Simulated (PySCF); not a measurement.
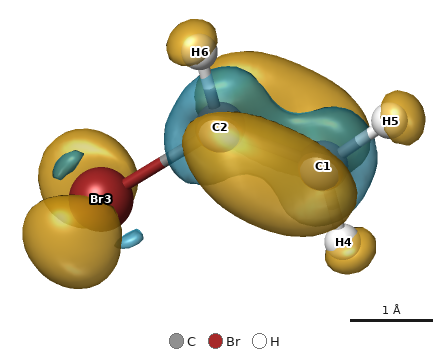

*C2H3Br, charge +1, doublet, SMILES `[CH2][CH+]Br`. Fukui function f⁺ = ρ(N+1) − ρ(N) at fixed geometry, surfaces at ±0.04 e/Å³ (yellow positive, teal negative).*

Computed with PySCF, HF/def2-TZVP, geometry: GFN2-xTB. No frequency check shows the geometry to be a minimum. GFN2-xTB bond lengths at metals and heavier atoms can be off by up to 0.1 Å and shapes distorted, which carries into these values. GFN2-xTB doesn't know the spin state, so this open-shell geometry is rough.

Input script:

```python
import numpy as np
from pyscf import gto, scf, dft
from pyscf.scf import atom_ks, atom_hf
from scipy.linalg import block_diag

def solve(mol, dm0=None, hcore=None):
    mf = scf.UHF(mol) if mol.spin else scf.RHF(mol)
    mf = mf.density_fit(auxbasis='def2-universal-jkfit')
    mf.conv_tol, mf.max_cycle = 1e-8, 80
    if hcore is not None:
        mf.get_hcore = lambda *args: hcore
    mf.kernel(dm0)
    if not mf.converged:
        mf = mf.newton().run(mf.mo_coeff, mf.mo_occ, max_cycle=30)
    assert mf.converged, 'SCF not converged'
    return mf

mol = gto.M(atom='''
C      2.10508    -0.31328    -0.00045
C      1.05322     0.53930     0.00177
Br    -0.72050    -0.04751    -0.00029
H      1.98975    -1.39122     0.00968
H      3.11789     0.07625    -0.01198
H      1.15999     1.62177     0.00451
''', basis='def2-tzvp', charge=1, spin=1, verbose=4)
mf = solve(mol)
out = dict(e0=mf.e_tot, dm0=mf.make_rdm1(), c=mf.mo_coeff, occ=mf.mo_occ, eps=mf.mo_energy)
for name, dq, spin in [('cation', 1, 0), ('anion', -1, 0)]:
    ion = mol.copy().set(charge=mol.charge + dq, spin=spin).build()
    mi = solve(ion)
    if spin and dq > 0 and mol.nao < 130:
        c, _, stable, _ = mi.stability(return_status=True)
        if not stable:
            mi = solve(ion, mi.make_rdm1(c, mi.mo_occ))
    print(name, 'vertical energy change / eV', (mi.e_tot - mf.e_tot) * 27.211386)
    out.update({'e_' + name: mi.e_tot, 'dm_' + name: mi.make_rdm1(), 's2_' + name: mi.spin_square()[0], 'eps_' + name: mi.mo_energy, 'occ_' + name: mi.mo_occ})
# spherically averaged free atoms, for the promolecule
atm = scf.atom_hf.get_atm_nrhf(mol)
pro = block_diag(*[(atm[a[0]][2] * atm[a[0]][3]) @ atm[a[0]][2].T for a in mol._atom])
np.savez('result.npz', pro=pro, **out)
```

Command:

```sh
OMP_NUM_THREADS=1 python input.py
```

The run took 14 s on 1 thread of Intel(R) Xeon(R) Processor @ 2.50GHz (Skylake/Cascade Lake) (shared host), peak memory 0.24 GiB.

Partitions, critical points and surface values were worked out afterwards from this run's density.

Which atoms respond most to the addition of an electron?

Answer. f⁺ (Hirshfeld-condensed) is largest on Br3 (0.34), C1 (0.25) and C2 (0.20); the vertical electron affinity is 8.69 eV (to the singlet neutral species, which needn't be its lowest state; rough: the basis has no diffuse functions). Condensed values hint at sites of nucleophilic attack but needn't mark the atom that reacts. Orbital relaxation makes it negative in places (0.18 e in all).
